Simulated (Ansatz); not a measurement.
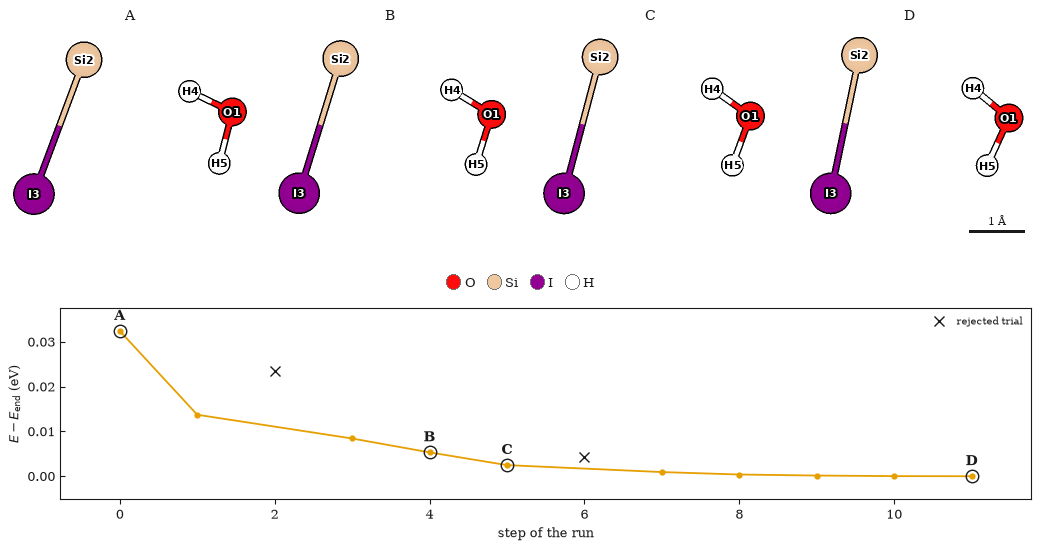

Frames of a relaxation of SiH2OI (charge −1), marked on the history of the run. A ball-and-stick model, seen from a free direction.

It is one of the separated reactants of a reaction.

These are results of Ansatz, RKS PBE0-D4/def2-TZVPD, not measurements.

Input file:
```yaml
crystal:
  periodic: [false, false, false]
  atoms:
    - {symbol: O, position_ang: [1.393555, -0.968496, 0.143481]}
    - {symbol: Si, position_ang: [-1.731709, -0.089578, 1.143080]}
    - {symbol: I, position_ang: [-1.784590, 1.921986, -0.545843]}
    - {symbol: H, position_ang: [0.451938, -0.778192, 0.504041]}
    - {symbol: H, position_ang: [1.480950, -0.260277, -0.518966]}
basis:
  gaussian: {orbitals: def2-TZVPD}
total_charge: -1
hamiltonian: {xc: pbe0, dispersion: d4}
relax: {f_tol: 0.005, max_steps: 200}
```

Run as
```bash
ansatz run in.yaml --threads 2 --pin off --events-out ev --progress --plain --max-ram 4352MiB
```

What happens along the run?

Answer. The atom that moves furthest after the best rigid fit is I3 (0.35 Å). By element the largest moves are I 0.35 Å, H 0.26 Å, Si 0.13 Å, O 0.13 Å. Near-neighbour distances that change, for instance: O1–H4 1.026 → 0.992 Å, Si2–I3 2.627 → 2.594 Å, O1–H5 0.974 → 0.962 Å. The energy falls by 0.032 eV in 9 accepted moves (11 points after the start). Largest force component: 0.7 eV/Å at the start, 0.0017 eV/Å at the end. The line search rejected the trial steps at points 2, 6 of the run. From step 0 to 4: I3 moves most (0.12 Å), energy −0.027 eV. From step 4 to 5: I3 moves most (0.10 Å), energy −0.003 eV. From step 5 to 11: I3 moves most (0.13 Å), energy −0.002 eV.

Limits of the set-up: the start holds two separate molecules, 2.4 Å apart at their closest, whose relative position is a soft coordinate.
